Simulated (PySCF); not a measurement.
**C$_{2}$H$_{11}$N$_{3}$Si$_{3}$: density, localisation and related maps**

Input

```
{"job": {"kind": "nmr", "xc": "PBE0", "basis": "pcSseg-1"}, "charge": 0, "multiplicity": 1}
N     -1.556138     2.303370    -1.270959
C     -1.128475     1.321790    -0.863615
Si    -0.414771    -0.302036    -0.240566
N     -0.654990    -1.628363    -1.314614
C      1.441782    -0.029379     0.019091
Si     2.403631     0.500653    -1.529340
N     -1.349520    -0.672932     1.168824
Si    -1.677304     0.335510     2.540490
H     -0.087133    -1.680532    -2.143428
H     -1.598043    -1.914009    -1.523559
H      1.879761    -0.944951     0.416457
H      1.575270     0.729639     0.790198
H      1.815870     1.710950    -2.102108
H      3.802912     0.747369    -1.168979
H      2.353448    -0.576881    -2.525860
H     -1.507887    -1.657608     1.306271
H     -2.725313    -0.361942     3.286117
H     -0.483859     0.495172     3.383514
H     -2.099046     1.633430     2.024390
```

Run with:

```sh
OMP_NUM_THREADS=1 python probes_run.py task.json out
```

Geometry: GFN2-xTB.

Computed with PBE0/pcSseg-1, SCF density, gas phase, non-relativistic in PySCF 2.14.0.

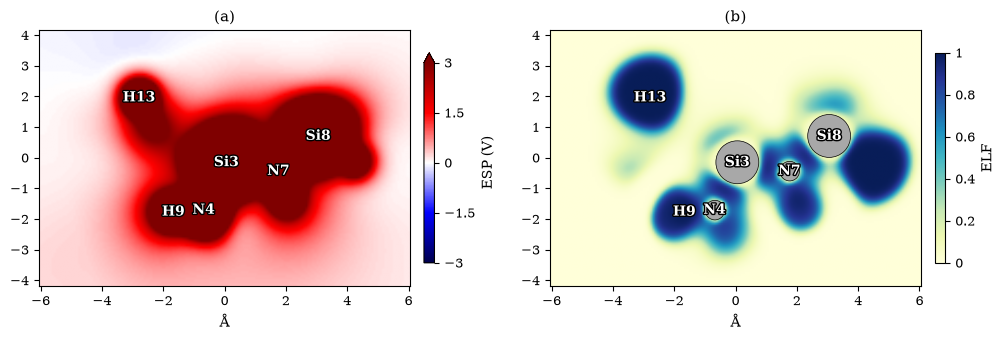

Figure 1. (a) molecular electrostatic potential; (b) ELF on the plane of atoms N4, Si3 and N7. Grey discs cover the atomic cores in the ELF map.

Q: What does the map show?

A:
- Atoms in the plane: Si, N and H.
- Si–N (1.72 Å): the ELF peaks at about 0.90 between the atoms (a shared but strongly polarised pair).
- N–H (1.01 Å): the ELF climbs to about 1 towards the hydrogen, as it does in any bond to H; an ordinary covalent bond to hydrogen.
- The potential has no marked negative region in this plane.

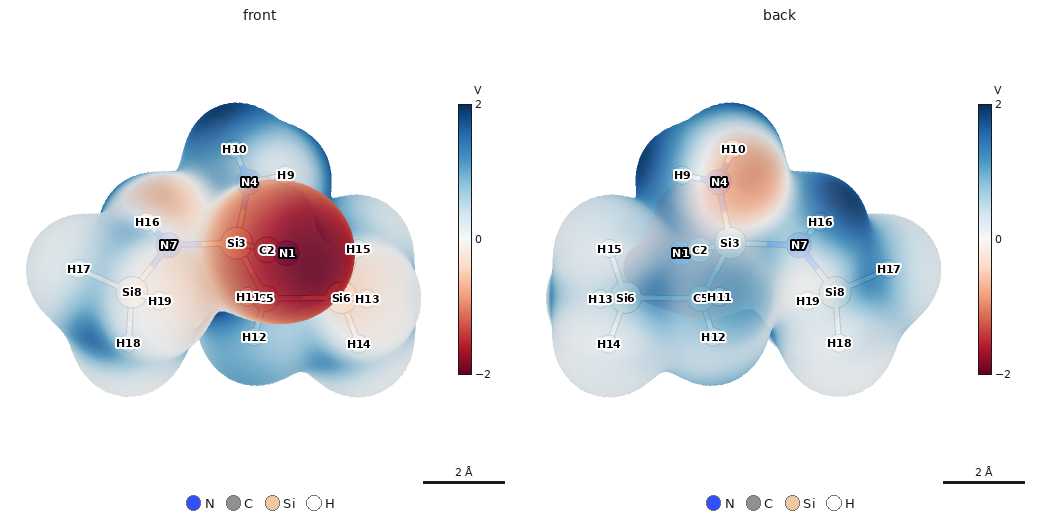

Figure 2. The molecular electrostatic potential painted on the density surface at 0.002 e/bohr³, seen from the front and from behind; the colour scale runs from red (negative) to blue (positive).

Q: Where is the surface potential most negative and most positive?

A: The most negative region (about −1.9 V) lies over N1, the most positive (about +1.9 V) over Si3, H9, H10 and H16. N1 is the likeliest acceptor of a hydrogen bond.

Q: How polar is the molecule by this calculation?

A: Its dipole moment is 4.02 D.
